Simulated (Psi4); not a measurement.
# triplet [BCl2]+ at 6 levels

Wanted: a comparison of 6 runs (U-revPBE/cc-pVTZ, UPBE/cc-pVTZ, USVWN5/cc-pVTZ, UTPSS/cc-pVTZ, UCCSD/cc-pVTZ, UCCSD(T)/cc-pVTZ) of triplet [BCl2]+. 

The results are computed with Psi4 1.11.

3 further runs of the same task are left out: 3 that didn't finish.

**1. Starting point**

[BCl2]+: 3 atoms, total charge +1, spin state triplet. SMILES of the parent species: `Cl[B+]Cl`. The coordinates come from a PBE0-D4/def2-TZVP relaxation. That shape belongs to the parent species and isn't relaxed for this state.

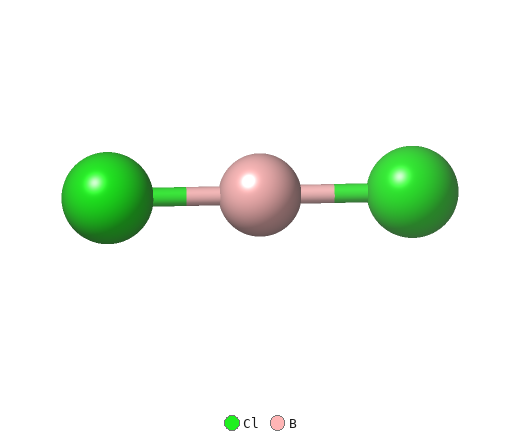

Viewed from a chosen angle; chlorine green, boron pink.

**2. Energy and gradient at U-revPBE/cc-pVTZ (run 1)**

calc.py reads:

```python
import psi4

psi4.set_memory('2200 MB')
psi4.set_num_threads(1)
psi4.set_output_file('psi4.out', False)

molecule = psi4.geometry("""
1 3
Cl    -1.267920     0.785680    -0.605300
B      0.000010     0.000020     0.000000
Cl     1.267910    -0.785700     0.605290
symmetry c1
no_reorient
no_com
""")

psi4.set_options({
    'reference': 'uks',
    'puream': True,
    'e_convergence': 1e-09,
    'd_convergence': 1e-08,
    'scf_type': 'pk',
    'dft_radial_points': 99,
    'dft_spherical_points': 590,
    'maxiter': 100,
})

energy_value = psi4.gradient("revpbe/cc-pVTZ", molecule=molecule)
print('gradient / Eh bohr^-1')
print(energy_value.np.round(6))
```

On the command line:

```
$ python calc.py
```

psi4.out:

```text
[...]
  Running in c1 symmetry.
[...]
  Nuclear repulsion =  103.386300936329633
[...]
  Multiplicity = 3
[...]
  Nalpha       = 20
  Nbeta        = 18
[...]
    Number of basis functions: 98
[...]
   @UKS iter   1:  -944.51181151484116    7.11007e-01   4.90103e-03 DIIS/ADIIS
[...]
   @UKS iter  12:  -944.63653587923886   -4.32010e-12   3.62718e-09 DIIS
[...]
   @S^2 Observed:                2.005225064E+00
[...]
  @UKS Final Energy:  -944.63653587923886
   => Energetics <=
    Nuclear Repulsion Energy =            103.3863009363296328
    One-Electron Energy =               -1497.4941179253571590
    Two-Electron Energy =                 509.5462939339879540
    DFT Exchange-Correlation Energy =     -60.0750128241993195
    Empirical Dispersion Energy =           0.0000000000000000
    VV10 Nonlocal Energy =                  0.0000000000000000
    Total Energy =                       -944.6365358792388633
[...]
  -Total Gradient:
     Atom            X                  Y                   Z
    ------   -----------------  -----------------  -----------------
       1        0.054315879088    -0.033652587931     0.025929778234
       2       -0.000005428203    -0.000007403999    -0.000001999081
       3       -0.054310453491     0.033659986801    -0.025927780032
[...]
```

Standard output:

```text
gradient / Eh bohr^-1
[[ 5.4316e-02 -3.3653e-02  2.5930e-02]
 [-5.0000e-06 -7.0000e-06 -2.0000e-06]
 [-5.4310e-02  3.3660e-02 -2.5928e-02]]
```

It took 1.8 min on 1 thread of Intel Xeon at 2.50GHz (Skylake/Cascade Lake), shared host; peak memory 0.99 GiB.

**3. Energy and forces at UPBE/cc-pVTZ (run 2)**

calc.in reads:

```
memory 2200 MB

molecule {
  1 3
  Cl    -2.39602155     1.48472002    -1.14385122
  B      0.00001890     0.00003779     0.00000000
  Cl     2.39600265    -1.48475782     1.14383233
  units au
  symmetry c1
  no_reorient
  no_com
}

set {
  reference            uks
  puream               true
  e_convergence        1e-09
  d_convergence        1e-08
  scf_type             pk
  dft_radial_points    99
  dft_spherical_points 590
  maxiter              100
}

E, wfn = gradient("pbe/cc-pVTZ", return_wfn=True)
oeprop(wfn, "LOWDIN_CHARGES", "MAYER_INDICES", "QUADRUPOLE", title="PBE")
print_variables()
```

On the command line:

```
$ psi4 -i calc.in -o calc.out -n 1
```

calc.out:

```text
[...]
  Running in c1 symmetry.
[...]
  Nuclear repulsion =  103.386300939243597
[...]
  Multiplicity = 3
[...]
  Nalpha       = 20
  Nbeta        = 18
[...]
    Number of basis functions: 98
[...]
   @UKS iter   1:  -944.26391948927380    7.21177e-01   5.03257e-03 DIIS/ADIIS
[...]
   @UKS iter  12:  -944.39470120827139   -2.27374e-12   3.35867e-09 DIIS
[...]
   @S^2 Observed:                2.004714367E+00
[...]
  @UKS Final Energy:  -944.39470120827139
   => Energetics <=
    Nuclear Repulsion Energy =            103.3863009392435970
    One-Electron Energy =               -1497.4689071236414293
    Two-Electron Energy =                 509.5105893766898362
    DFT Exchange-Correlation Energy =     -59.8226844005635101
    Empirical Dispersion Energy =           0.0000000000000000
    VV10 Nonlocal Energy =                  0.0000000000000000
    Total Energy =                       -944.3947012082713854
[...]
  -Total Gradient:
     Atom            X                  Y                   Z
    ------   -----------------  -----------------  -----------------
       1        0.051014722655    -0.031607116511     0.024353834351
       2       -0.000005291176    -0.000007168549    -0.000001950501
       3       -0.051009433216     0.031614281618    -0.024351884422
[...]
```

Run time: 2.1 min. Hardware: 1 thread of Intel Xeon at 2.50GHz (Skylake/Cascade Lake), shared host; peak memory 0.99 GiB.

Runs 3 to 5 aren't shown in full; the table further down has their settings and results.

**4. A single-point energy at UCCSD(T)/cc-pVTZ (run 6)**

input.json reads:

```json
{
 "schema_name": "qcschema_input",
 "schema_version": 1,
 "molecule": {
  "schema_name": "qcschema_molecule",
  "schema_version": 2,
  "symbols": ["Cl", "B", "Cl"],
  "geometry": [-2.39602155, 1.48472002, -1.14385122, 1.89e-05, 3.779e-05, 0.0, 2.39600265, -1.48475782, 1.14383233],
  "molecular_charge": 1,
  "molecular_multiplicity": 3,
  "fix_symmetry": "c1"
 },
 "driver": "energy",
 "model": {
  "method": "ccsd(t)",
  "basis": "cc-pVTZ"
 },
 "keywords": {
  "reference": "uhf",
  "puream": true,
  "e_convergence": 1e-09,
  "d_convergence": 1e-08,
  "scf_type": "pk",
  "num_frozen_docc": 11,
  "maxiter": 100
 }
}
```

On the command line:

```
$ psi4 --qcschema input.json -n 1 --memory 2200MB
```

stdout:

```text
[...]
  Running in c1 symmetry.
[...]
  Nuclear repulsion =  103.386300939243597
[...]
  Multiplicity = 3
[...]
  Nalpha       = 20
  Nbeta        = 18
[...]
    Number of basis functions: 98
[...]
   @UHF iter   1:  -943.19649057482309    4.88636e-01   2.00948e-03 ADIIS/DIIS
[...]
   @UHF iter  20:  -943.23925787773783   -3.63798e-12   8.42869e-09 DIIS
[...]
   @S^2 Observed:                2.027275550E+00
[...]
  @UHF Final Energy:  -943.23925787773783
   => Energetics <=
    Nuclear Repulsion Energy =            103.3863009392435970
    One-Electron Energy =               -1497.1558765326908542
    Two-Electron Energy =                 450.5303177157094296
    Total Energy =                       -943.2392578777379413
  UHF NO Occupations:
  HONO-2 :   18  A 1.9951083
  HONO-1 :   19  A 1.0000000
[...]
 Multipole Moments:
 ------------------------------------------------------------------------------------
     Multipole            Electronic (a.u.)      Nuclear  (a.u.)        Total (a.u.)
 ------------------------------------------------------------------------------------
 L = 1.  Multiply by 2.5417464519 to convert [e a0] to [Debye]
 Dipole X            :         -0.0000308           -0.0000192           -0.0000500
 Dipole Y            :          0.0000087           -0.0000033            0.0000054
 Dipole Z            :         -0.0000081            0.0000005           -0.0000076
 Magnitude           :                                                    0.0000509
[...]
      * MP2 total energy                      = -943.672489290133854
[...]
      * CCSD total energy                     = -943.710227037763843
[...]
      * CCSD(T) total energy                     = -943.734681223016310
[...]
```

The result, in JSON:

```text
{
 "driver": "energy",
 "model": {
  "method": "ccsd(t)",
  "basis": "cc-pVTZ"
 },
 "success": true,
 "return_result": -943.7346812230163,
 "properties": {
  "calcinfo_nbasis": 98,
  "calcinfo_nmo": 98,
  "calcinfo_nalpha": 20,
  "calcinfo_nbeta": 18,
  "calcinfo_natom": 3,
  "nuclear_repulsion_energy": 103.3863009392436,
  "return_energy": -943.7346812230163,
  "scf_one_electron_energy": -1497.1558765326909,
  "scf_two_electron_energy": 450.53031771570943,
  "scf_dipole_moment": [-5.002500556147536e-05, 5.402687022089887e-06, -7.585414752949451e-06],
  "scf_total_energy": -943.2392578777378,
  "scf_iterations": 20,
  "mp2_same_spin_correlation_energy": -0.1109096499040737,
  "mp2_opposite_spin_correlation_energy": -0.3223217624903728,
  "mp2_singles_energy": -7.459707878723852e-27,
  "mp2_doubles_energy": -0.4332314123944465,
  "mp2_correlation_energy": -0.4332314123944465,
  "mp2_total_energy": -943.6724892901339,
  "ccsd_same_spin_correlation_energy": -0.1066372707813427,
  "ccsd_opposite_spin_correlation_energy": -0.36433188924308085,
  "ccsd_singles_energy": 1.8982980741261453e-16,
  "ccsd_doubles_energy": -0.47096916002442357,
  "ccsd_correlation_energy": -0.47096916002442335,
  "ccsd_total_energy": -943.7102270377638,
  "ccsd_iterations": 18,
  "ccsd_prt_pr_correlation_energy": -0.49542334527683857,
  "ccsd_prt_pr_total_energy": -943.7346812230163
 }
}
```

Wall time 3.9 min (1 thread of Intel Xeon at 2.50GHz (Skylake/Cascade Lake), shared host); peak memory 0.84 GiB.

**5. Overview of the runs**

```tsv
run	level	task	frozen core orbitals	energy (Eh)	HOMO energy (eV)	⟨S²⟩	largest force (eV/Å)	wall time
1	U-revPBE/cc-pVTZ	gradient	0	-944.636536	-9.63	2.005	3.546	1.8 min
2	UPBE/cc-pVTZ	gradient	0	-944.394701	-9.65	2.005	3.330	2.1 min
3	USVWN5/cc-pVTZ	gradient	0	-941.566469	-9.61	2.002	2.790	1.9 min
4	UTPSS/cc-pVTZ	gradient	0	-944.854957	-9.78	2.007	3.387	3.2 min
5	UCCSD/cc-pVTZ	energy	11	-943.710227	-13.61	2.027	–	3.2 min
6	UCCSD(T)/cc-pVTZ	energy	11	-943.734681	-13.61	2.027	–	3.9 min
```

**6. Results**

| quantity | value |
| --- | --- |
| run 6: total energy | -943.73468 Eh |
| run 6: HOMO energy (Hartree–Fock orbitals) (highest over α and β) | -13.61 eV |
| run 6: LUMO energy (Hartree–Fock orbitals) (lowest over α and β) | -11.08 eV |
| run 6: correlation energy (11 core orbitals frozen) | -495.4 mEh |
| run 6: (T) correction | -24.45 mEh |
| run 6: ⟨S²⟩ of the reference determinant | 2.027 |
| run 6: T1 diagnostic | 0.026 |

What this shows: Totals of different functionals can't be ranked against each other. All runs together took 16 min, the longest 3.9 min.
